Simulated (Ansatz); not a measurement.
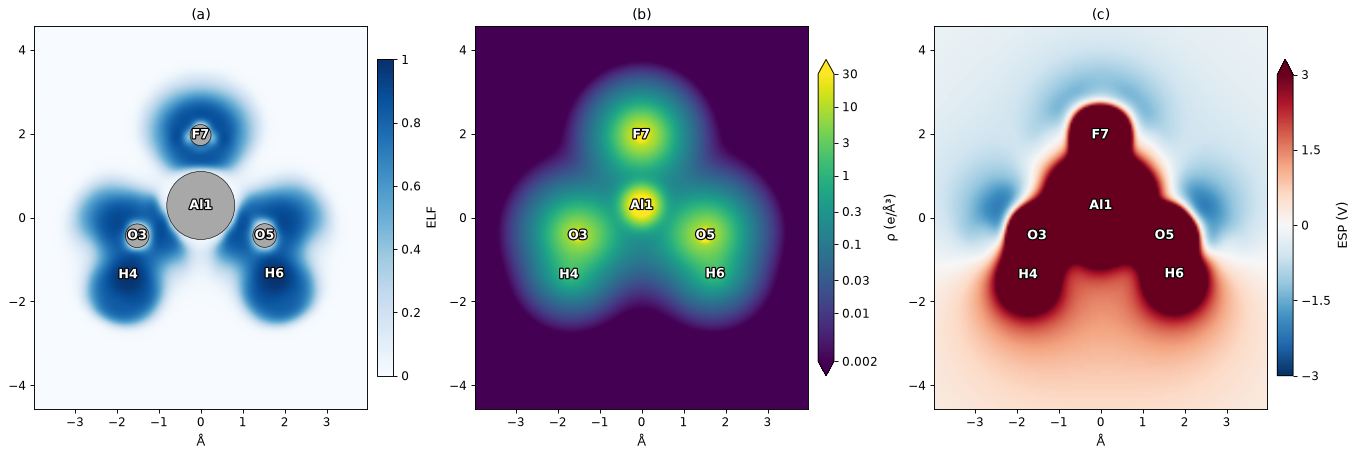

Figure. AlFH2O2···HCl. (a) electron localisation function; (b) total electron density; (c) molecular electrostatic potential on the plane of atoms O5, Al1 and F7. Grey discs cover the atomic cores in the ELF map.

Not at a stationary point (largest force 1.2 eV/Å).

All numbers below come from RKS PBE0/def2-SVP in Ansatz.

Input file:

```
crystal:
  periodic: [false, false, false]
  atoms:
    - { symbol: Al, position_ang: [0.0, 0.0, 0.0] }
    - { symbol: Cl, position_ang: [0.0, 0.0, 2.58] }
    - { symbol: O, position_ang: [1.5415, 0.0, -0.89] }
    - { symbol: H, position_ang: [1.8414, -0.9519, -1.0449] }
    - { symbol: O, position_ang: [-1.5415, 0.0, -0.89] }
    - { symbol: H, position_ang: [-2.0512, -0.8467, -0.6815] }
    - { symbol: F, position_ang: [0.0892, 1.8864, 0.6275] }
    - { symbol: H, position_ang: [0.0666, 1.4094, 1.7633] }
basis:
  gaussian: { orbitals: def2-SVP }
hamiltonian:
  xc: pbe0
relax:
  f_tol: 0.15
  max_steps: 25
  restrain:
    - { distance: [0, 6], at: 1.69, k: 30.0 }
    - { distance: [7, 1], at: 1.37, k: 30.0 }
    - { distance: [0, 1], at: 3.43, k: 30.0 }
    - { distance: [7, 6], at: 2.12, k: 30.0 }
output:
  orbitals: {}
```

Command:

```sh
ansatz run input.yaml --threads 2 --pin off --max-ram 3072MiB --backend cpu --events-out ev --progress --plain --runs-dir out
```

The fields are those of the run's last geometry, not of the input's.

### Interpret the plot.

The section cuts through Al, O, H and F sites.
Al–F (1.68 Å): the density is about 0.76 e/Å³ at the midpoint; the ELF peaks at about 0.85 in the valence shell of F, 0.5 Å from its nucleus, and is about 0.25 at the midpoint.
Al–O (1.68 Å): ρ is about 0.86 e/Å³ halfway; the ELF peaks at about 0.90 in the valence shell of O, 0.6 Å from its nucleus, and is about 0.30 at the midpoint.
O–H (0.96 Å): ρ is about 3.7 e/Å³ halfway; the ELF climbs to about 1 towards the hydrogen, as it does in any bond to H: a covalent bond by its length.
The ELF also peaks beside O3, O5 and F7, away from the bonds: lone-pair regions.
Outside the dense part of the complex the potential is most negative (−2.1 V) near O5.
